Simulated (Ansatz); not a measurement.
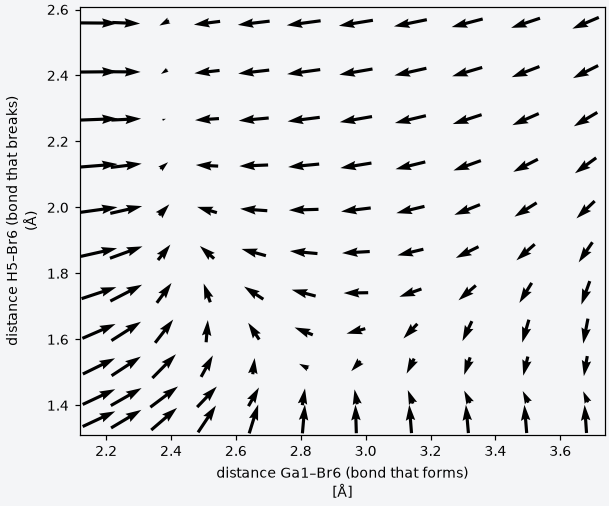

The reacting system BrFGaH₃ (fragments FGaH₂ + BrH where the first distance is long, BrGaH₂ + FH where the second is long). Coordinates scanned: (1) distance Ga1–Br6 (bond that forms); (2) distance H5–Br6 (bond that breaks). Relaxed at each point: all other coordinates. The grid has 11 × 11 points. Points are written as (first, second). The reference is spin-restricted, so regions where a bond is pulled apart into radicals lie too high. These are results of Ansatz, RKS PBE0-D4/def2-SVP, not measurements.

In the figure: arrows along the force (downhill), their lengths compressed.

The arrows alone are given. Where is the energy lowest?

Answer. The arrows converge at about (2.380 Å, 2.279 Å) (read from the interpolated surface).

The energy map of the same scan:

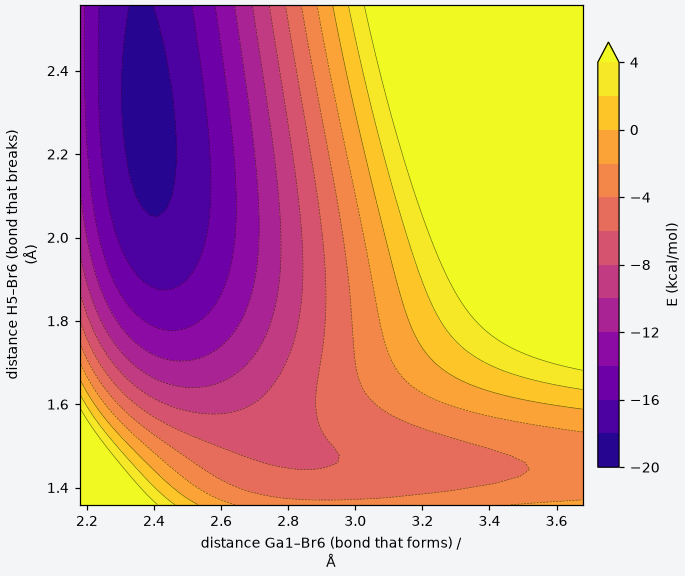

Energies are in kcal/mol, from a guessed transition structure relaxed with its forming and breaking bonds held; between grid points the surface is interpolated.
